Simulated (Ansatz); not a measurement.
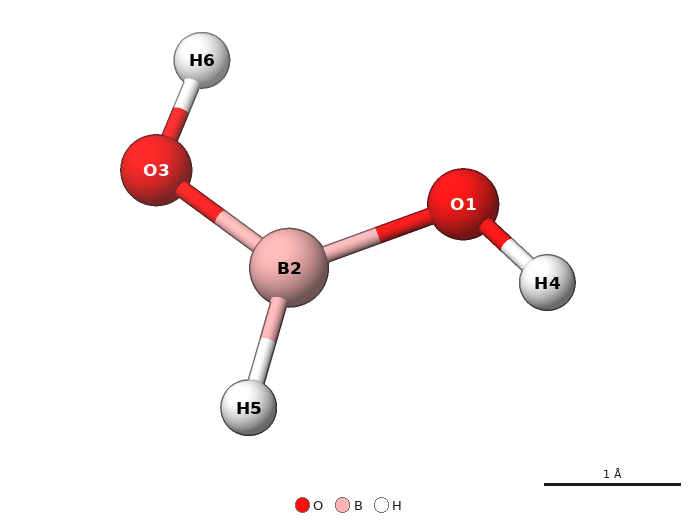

Numbered structure. The geometry was computed by an optimisation with PBE0-D4/def2-TZVP. No frequency run is at hand to confirm it as a minimum.

Which atoms are bonded, and how long are the bonds?

| bond | length (Å) | order |
| --- | --- | --- |
| O1–B2 | 1.364 | single |
| O1–H4 | 0.958 | single |
| B2–O3 | 1.353 | single |
| B2–H5 | 1.198 | single |
| O3–H6 | 0.963 | single |
